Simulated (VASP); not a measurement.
## TiSi2: Si into a neighbouring Si vacancy

How hard is this move in TiSi2: Si into a neighbouring Si vacancy? Both ends are relaxed first, then a band of images between them. The start is a computed cell from the Materials Project.

Main program and level: VASP 6.6.1; PBEsol; plane waves and PAW (Ti, Si).

## Step 1: The host crystal

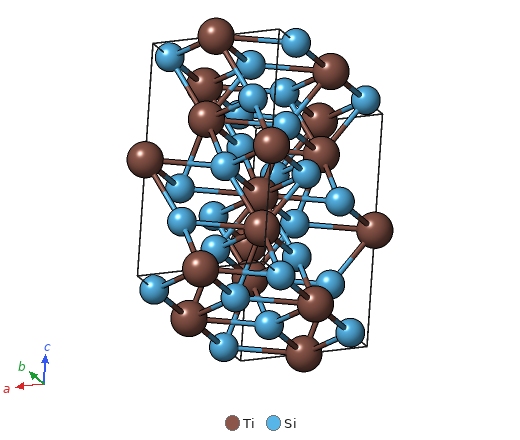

The cell as given, from a free direction (titanium brown, silicon blue). This picture shows the conventional cell, with its axes. Some periodic images of atoms are drawn too.

Coordinates:

```cif
data_structure
_symmetry_space_group_name_H-M 'Fddd:1'
_symmetry_Int_Tables_number 70
_cell_length_a 4.7790
_cell_length_b 8.2350
_cell_length_c 8.5258
_cell_angle_alpha 90.000
_cell_angle_beta 90.000
_cell_angle_gamma 90.000
_cell_volume 335.54
loop_
_atom_site_label
_atom_site_type_symbol
_atom_site_symmetry_multiplicity
_atom_site_Wyckoff_symbol
_atom_site_fract_x
_atom_site_fract_y
_atom_site_fract_z
_atom_site_occupancy
Ti1 Ti 8 b 0.75000 0.25000 0.25000 1
Si1 Si 16 f 0.75000 0.91257 0.25000 1
```

## Step 2: Relax the host

The later steps need the crystal at this functional's own lattice; a raised cutoff keeps the stress reliable while the cell changes.

The input, INCAR:

```
SYSTEM = TiSi2
PREC = Accurate
ENCUT = 350
EDIFF = 1E-06
NELM = 120
ISMEAR = 0
SIGMA = 0.1
LREAL = .FALSE.
ALGO = Normal
GGA = PS
NBANDS = 18
LASPH = .TRUE.
LORBIT = 11
LWAVE = .FALSE.
LCHARG = .FALSE.
KPAR = 3
IBRION = 2
NSW = 40
ISIF = 3
EDIFFG = -0.02
POTIM = 0.4
```

The input, POSCAR:

```
TiSi2
1.0
    0.0000000000      4.1175163063      4.2628978354
    2.3895119538      0.0000000000      4.2628978354
    2.3895119538      4.1175163063      0.0000000000
Ti Si
2 4
Direct
    0.7500000000      0.7500000000      0.7500000000
    0.5000000000      0.5000000000      0.5000000000
    0.4125656100      0.0874343900      0.4125656100
    0.0874343900      0.4125656100      0.0874343900
    0.1625656100      0.8374343900      0.1625656100
    0.8374343900      0.1625656100      0.8374343900
```

The input, KPOINTS:

```
Automatic mesh
0
Gamma
5 5 5
0 0 0
```

Potentials, in the order of the species: Ti and Si (PBE family, release 64).

The run is started by

```
$ mpirun -np 3 vasp_std
```

Log:

```text
[banner, memory and clock lines left out]
running    3 mpi-ranks, on    1 nodes
 distrk:  each k-point on    1 cores,    3 groups
 distr:  one band on    1 cores,    1 groups

 POSCAR found type information on POSCAR TiSi
 POSCAR found :  2 types and       6 ions
|                                                                             |
|               ----> ADVICE to this user running VASP <----                  |
|                                                                             |
|     You enforced a specific xc type in the INCAR file but a different       |
|     [... a line on the potential file left out ...]
|     I HOPE YOU KNOW WHAT YOU ARE DOING!                                     |
|                                                                             |

 LDA part: xc-table for (Slater+PW92), standard interpolation
 POSCAR, INCAR and KPOINTS ok, starting setup
 FFT: planning ... GRIDC
 FFT: planning ... GRID_SOFT
 FFT: planning ... GRID
 WAVECAR not read
 entering main loop
       N       E                     dE             d eps       ncg     rms          rms(c)
DAV:   1     0.794576582198E+02    0.79458E+02   -0.67991E+03   972   0.843E+02
DAV:   2    -0.358465112311E+02   -0.11530E+03   -0.11240E+03   996   0.202E+02
DAV:   3    -0.469434475704E+02   -0.11097E+02   -0.10772E+02  1392   0.586E+01
DAV:   4    -0.471453553972E+02   -0.20191E+00   -0.20084E+00  1340   0.848E+00
DAV:   5    -0.471475522575E+02   -0.21969E-02   -0.21959E-02  1376   0.984E-01    0.252E+01
DAV:   6    -0.441644539255E+02    0.29831E+01   -0.32758E+01  1440   0.359E+01    0.702E+00
DAV:   7    -0.436759245923E+02    0.48853E+00   -0.68632E+00  1488   0.191E+01    0.756E+00
DAV:   8    -0.435094006061E+02    0.16652E+00   -0.12362E+00  1334   0.850E+00    0.150E+00
DAV:   9    -0.434983342894E+02    0.11066E-01   -0.11260E-01  1350   0.262E+00    0.424E-01
DAV:  10    -0.434976372632E+02    0.69703E-03   -0.75505E-03  1438   0.620E-01    0.164E-01
DAV:  11    -0.434974617423E+02    0.17552E-03   -0.12287E-03  1294   0.265E-01    0.522E-02
DAV:  12    -0.434974606041E+02    0.11382E-05   -0.31853E-05  1400   0.398E-02    0.947E-03
DAV:  13    -0.434974597000E+02    0.90414E-06   -0.48692E-06  1164   0.165E-02
   1 F= -.43497460E+02 E0= -.43490931E+02  d E =-.434975E+02
 curvature:   0.00 expect dE= 0.000E+00 dE for cont linesearch  0.000E+00
 trial: gam= 0.00000 g(F)=  0.526E-05 g(S)=  0.249E-01 ort = 0.000E+00 (trialstep = 0.100E+01)
 search vector abs. value=  0.249E-01
 bond charge predicted
       N       E                     dE             d eps       ncg     rms          rms(c)
DAV:   1    -0.435137904088E+02   -0.16330E-01   -0.39477E-01   990   0.436E+00    0.961E-01
DAV:   2    -0.435095444642E+02    0.42459E-02   -0.10267E-02  1378   0.642E-01    0.574E-01
DAV:   3    -0.435073846206E+02    0.21598E-02   -0.53458E-03  1256   0.477E-01    0.103E-01
DAV:   4    -0.435073126876E+02    0.71933E-04   -0.51726E-04  1322   0.180E-01    0.537E-02
DAV:   5    -0.435073102526E+02    0.24350E-05   -0.79480E-06  1208   0.212E-02    0.465E-02
DAV:   6    -0.435073072797E+02    0.29729E-05   -0.99077E-06  1270   0.175E-02    0.520E-03
DAV:   7    -0.435073071708E+02    0.10894E-06   -0.25393E-06   942   0.126E-02
   2 F= -.43507307E+02 E0= -.43500200E+02  d E =-.984747E-02
[...]
3 F= -.43507816E+02 E0= -.43500779E+02  d E =-.103560E-01
 curvature:  -0.41 expect dE=-0.722E-03 dE for cont linesearch -0.235E-07
 trial: gam= 0.07277 g(F)=  0.761E-05 g(S)=  0.177E-02 ort =-0.379E-04 (trialstep = 0.964E+00)
 search vector abs. value=  0.190E-02
 bond charge predicted
       N       E                     dE             d eps       ncg     rms          rms(c)
DAV:   1    -0.435088363163E+02   -0.10204E-02   -0.27150E-02  1084   0.939E-01    0.152E-01
DAV:   2    -0.435085882754E+02    0.24804E-03   -0.10173E-03  1368   0.226E-01    0.106E-01
DAV:   3    -0.435084673283E+02    0.12095E-03   -0.40528E-04  1434   0.135E-01    0.240E-02
DAV:   4    -0.435084467224E+02    0.20606E-04   -0.11339E-04  1360   0.731E-02    0.518E-03
DAV:   5    -0.435084463523E+02    0.37010E-06   -0.30678E-06  1200   0.130E-02
   4 F= -.43508446E+02 E0= -.43501279E+02  d E =-.630620E-03
 trial-energy change:   -0.000631  1 .order   -0.000649   -0.001709    0.000411
 step:   0.7692(harm=  0.7772)  dis= 0.00022  next Energy=   -43.508488 (dE=-0.672E-03)
 reached required accuracy - stopping structural energy minimisation
```

Elapsed: 18 s, on 3 MPI ranks of AMD EPYC 9R45, shared host; peak memory 0.5 GiB.

The logs omit lines about the potential files and the build; timing stands in the text.

Parts of OUTCAR (step 2):

```text
ion  position               nearest neighbor table
   1  0.750  0.750  0.750-   6 2.55   5 2.55   6 2.55   5 2.55   3 2.74   3 2.74   4 2.74   4 2.74
                             3 2.78   4 2.78
   2  0.500  0.500  0.500-   4 2.55   3 2.55   4 2.55   3 2.55   5 2.74   5 2.74   6 2.74   6 2.74
                             5 2.78   6 2.78
   3  0.413  0.087  0.413-   6 2.52   6 2.52   2 2.55   2 2.55   4 2.68   1 2.74   1 2.74   1 2.78
                             4 2.79   4 2.79
   4  0.087  0.413  0.087-   5 2.52   5 2.52   2 2.55   2 2.55   3 2.68   1 2.74   1 2.74   1 2.78
                             3 2.79   3 2.79
   5  0.163  0.837  0.163-   4 2.52   4 2.52   1 2.55   1 2.55   6 2.68   2 2.74   2 2.74   2 2.78
                             6 2.79   6 2.79
   6  0.837  0.163  0.837-   3 2.52   3 2.52   1 2.55   1 2.55   5 2.68   2 2.74   2 2.74   2 2.78
                             5 2.79   5 2.79

  LATTYP: Found a face centered orthorhombic cell.
 ALAT       =     4.7790239076
 B/A-ratio  =     1.7231620456
 C/A-ratio  =     1.7840035613

 Subroutine GETGRP returns: Found  8 space group operations
 (whereof  4 operations were pure point group operations)

The static configuration has the point symmetry D_2 .
 The point group associated with its full space group is D_2h.

 Found     27 irreducible k-points:

   k-points           NKPTS =     27   k-points in BZ     NKDIM =     27   number of bands    NBANDS=     18

   dimension x,y,z NGX =    36 NGY =   30 NGZ =   30
   dimension x,y,z NGXF=    72 NGYF=   60 NGZF=   60

   ENCUT  =  350.0 eV  25.72 Ry    5.07 a.u.   9.04  7.45  7.26*2*pi/ulx,y,z

   NELECT =      24.0000    total number of electrons

 k-points in reciprocal lattice and weights: Automatic mesh
   0.00000000  0.00000000  0.00000000       0.008
   0.20000000 -0.00000000 -0.00000000       0.064
   0.40000000  0.00000000  0.00000000       0.064
   0.20000000  0.20000000  0.00000000       0.016
   0.40000000  0.20000000 -0.00000000       0.064
  -0.40000000  0.20000000  0.00000000       0.064
  -0.20000000  0.20000000  0.00000000       0.032
   0.40000000  0.40000000  0.00000000       0.016
  -0.40000000  0.40000000 -0.00000000       0.032
[...]
0.00000000  0.40000000  0.40000000       0.016
  -0.20000000  0.40000000  0.40000000       0.032

 average (electrostatic) potential at core
       1 -20.8509       2 -20.8509       3 -80.8630       4 -80.8630       5 -80.8630
       6 -80.8630

 E-fermi :   7.9626

 k-point     1 :       0.0000    0.0000    0.0000
  band No.  band energies     occupation
    ...
      9       5.7048      2.00000
     10       6.0434      2.00000
     11       6.3008      2.00000
     12       6.7257      2.00000
     13       7.0873      2.00000
     14      10.0812      0.00000
     15      11.2284      0.00000
     16      11.4475      0.00000
     17      11.4625      0.00000
     18      11.5781      0.00000

 k-point     2 :       0.2000   -0.0000   -0.0000
  band No.  band energies     occupation
    ...
      9       6.1285      2.00000
     10       6.2492      2.00000
     11       6.8786      2.00000
     12       6.9161      2.00000
     13       7.3142      2.00000
     14       9.6896      0.00000
     15      10.8653      0.00000
     16      10.9280      0.00000
     17      11.0988      0.00000
     18      11.1755      0.00000

 k-point     3 :       0.4000    0.0000    0.0000
  band No.  band energies     occupation
    ...
      8       5.8505      2.00000
      9       5.9664      2.00000
     10       6.9225      2.00000
     11       7.7403      1.99833
     12       7.9741      0.87116
     13       8.6801      0.00000
     14       9.1996      0.00000
     15      10.0176      0.00000
     16      10.4629      0.00000
     17      10.7264      0.00000
    ...

  Total       -0.0574039      0.0585528     -0.1173750      0.0000000      0.0000000      0.0000000
  in kB       -1.1108296      1.1330619     -2.2713398      0.0000000      0.0000000      0.0000000
  external PRESSURE =      -0.7497025 kB  Pullay stress =       0.0000000 kB

  energy-cutoff  :      350.00
  volume of cell :       82.80
      direct lattice vectors                 reciprocal lattice vectors
     0.000000000  4.079310529  4.275003415    -0.210629401  0.122569732  0.116958971
     2.373837635  0.000000000  4.275003415     0.210629401 -0.122569732  0.116958971
     2.373837635  4.079310529  0.000000000     0.210629401  0.122569732 -0.116958971

 POSITION                                       TOTAL-FORCE (eV/Angst)
 -----------------------------------------------------------------------------------
      3.56076      6.11897      6.41251        -0.000000     -0.000000      0.000000
      2.37384      4.07931      4.27500         0.000000      0.000000     -0.000000
      1.18692      3.36551      2.13750         0.000000     -0.012602     -0.000000
      1.18692      0.71380      2.13750         0.000000      0.012602     -0.000000
      2.37384      1.32585      4.27500         0.000000     -0.012602     -0.000000
      2.37384      6.83277      4.27500         0.000000      0.012602     -0.000000
 -----------------------------------------------------------------------------------
    total drift:                               -0.000000      0.000000      0.000000

  FREE ENERGIE OF THE ION-ELECTRON SYSTEM (eV)
  ---------------------------------------------------
  free  energy   TOTEN  =       -43.5084463523 eV

  energy  without entropy=      -43.4941120921  energy(sigma->0) =      -43.50127922

 reached required accuracy - stopping structural energy minimisation

 total charge
# of ion       s       p       d       tot
------------------------------------------
    1        0.441   0.714   2.790   3.944
    2        0.441   0.714   2.790   3.944
    3        0.769   0.868   0.000   1.637
    4        0.769   0.868   0.000   1.637
    5        0.769   0.868   0.000   1.637
    6        0.769   0.868   0.000   1.637
--------------------------------------------------
tot          3.960   4.897   5.580  14.437

[... 3 further parts left out ...]
```

CONTCAR:

```
TiSi2
   1.00000000000000
     0.0000000000000000    4.0793105286275839    4.2750034151780083
     2.3738376351059243    0.0000000000000000    4.2750034151780083
     2.3738376351059243    4.0793105286275839    0.0000000000000000
  Ti              Si
     2     4
Direct
     0.7500000000000000    0.7500000000000000    0.7500000000000000
     0.5000000000000000    0.5000000000000000    0.5000000000000000
     0.4125092770682277    0.0874907229317723    0.4125092770682277
     0.0874907229317723    0.4125092770682277    0.0874907229317723
     0.1625092770682277    0.8374907229317723    0.1625092770682277
     0.8374907229317723    0.1625092770682277    0.8374907229317723
```

The k-mesh is coarse for a metal. The PAW data sets were made with PBE, which is usual practice but a small mismatch for other functionals. The data set Ti keeps the semicore shell frozen, which is cheaper and a little less accurate. The run keeps the 8 symmetry operations of its start, so it cannot find a distortion of lower symmetry.

Step by step:

| step | energy less that of the first step (eV) | largest force (eV/Å) | pressure (GPa) | volume (Å³) |
| --- | --- | --- | --- | --- |
| 1 | 0.0000 | 0.0058 | -1.80 | 83.88 |
| 2 | -0.0098 | 0.0074 | 0.82 | 82.37 |
| 3 | -0.0104 | 0.0070 | 0.33 | 82.64 |
| 4 | -0.0110 | 0.0126 | -0.07 | 82.80 |

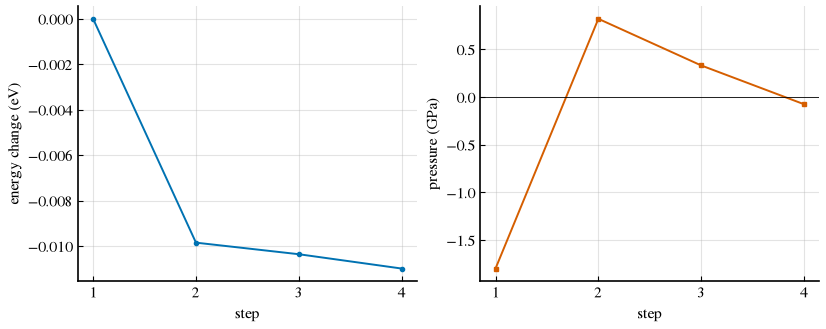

Energy and pressure along the relaxation.

| conventional cell, symmetrised | before | after | change |
| --- | --- | --- | --- |
| a (Å) | 4.779 | 4.748 | -0.7 % |
| b (Å) | 8.235 | 8.159 | -0.9 % |
| c (Å) | 8.526 | 8.550 | +0.3 % |
| volume (Å³/atom) | 13.98 | 13.80 | -1.3 % |

The relaxed structure:

```
Ti Si
1.0
     0.00000    4.07931    4.27500
     2.37384    0.00000    4.27500
     2.37384    4.07931    0.00000
Ti Si
2 4
Direct
  0.75000 0.75000 0.75000
  0.50000 0.50000 0.50000
  0.41251 0.08749 0.41251
  0.08749 0.41251 0.08749
  0.16251 0.83749 0.16251
  0.83749 0.16251 0.83749
```

This step gave:

```yaml
electronic_cycles: 30
electrons: 24
free_energy_toten: -43.51 eV
energy_at_zero_smearing: -43.50 eV
fermi_energy: 7.963 eV
metallic: yes
```

The run ended after 4 ionic steps, 0.011 eV below its first step, once forces and stress met EDIFFG = -0.02.

[end of part 1 of 4]

[Lines on the potential files, build, host, timing and source positions are cut from VASP's logs without a mark.]

[Logs are printed without paths, hosts, clocks, repeated set-up lines and the standing remarks that a program may print on its own settings, such as how far it seeks lower states.]

[Hosts, paths, dates, database ids (printed as entryN), source tags and the programs' standing remarks are cut or masked in the printed files.]

[Runs that stopped without an error message from VASP are left out.]
